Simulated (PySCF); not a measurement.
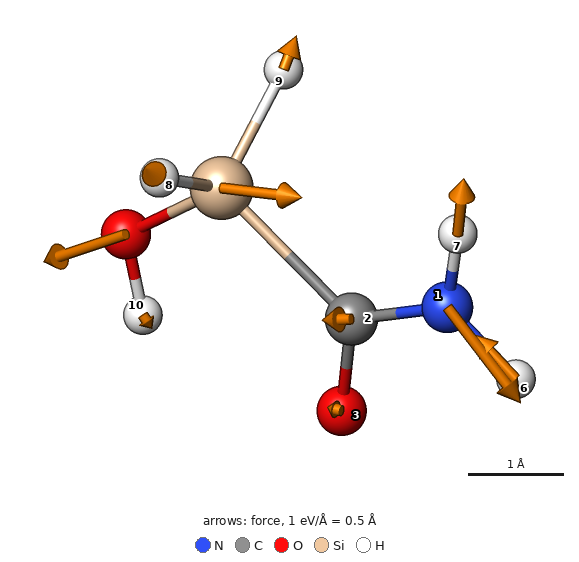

Starting geometry of CH5NO2Si with the computed forces as orange arrows. A ball-and-stick model, seen at a tilt.

The start comes from GFN2-xTB. Its atoms were then displaced at random by about 0.01 Å.

Theory: PBE0-D3(BJ)/def2-SVP geometry optimisation, gas phase in PySCF. 

### Is this structure relaxed? If not, where do the atoms go?

It isn't relaxed: the largest force vector, on the N atom, is 2.57 eV/Å. The final displacements have little in common with the starting forces (cosine between the two patterns 0.21). The atom that moves furthest after the best rigid fit is an H atom (0.28 Å). Largest moves by element: H 0.28 Å, O 0.15 Å, N 0.05 Å, C 0.05 Å, Si 0.04 Å. Among the contacts that change: O–Si 1.586 → 1.654 Å, H–Si 1.454 → 1.493 Å, H–N 1.047 → 1.015 Å, H–N 0.982 → 1.010 Å. Bond angles that change, for instance: Si–O–H 117.1° → 106.2°, C–Si–O 105.1° → 99.7°, O–C–Si 118.3° → 113.9°. After 10 geometry steps the energy has fallen by 0.224 eV.
